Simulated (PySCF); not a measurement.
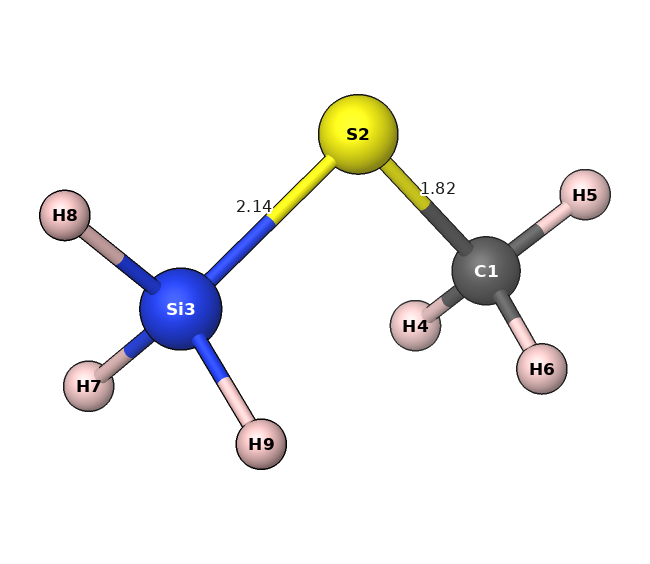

The numbers beside the sticks are distances in Å. Sticks don't show bond order. Computed geometry: PBE0-D3(BJ)/def2-SVP optimisation. No frequency run is at hand to confirm it as a minimum.

> Assign a bond order to each marked bond.

C1–S2 single; S2–Si3 single.

> Give the structure as SMILES.

CS[SiH3]
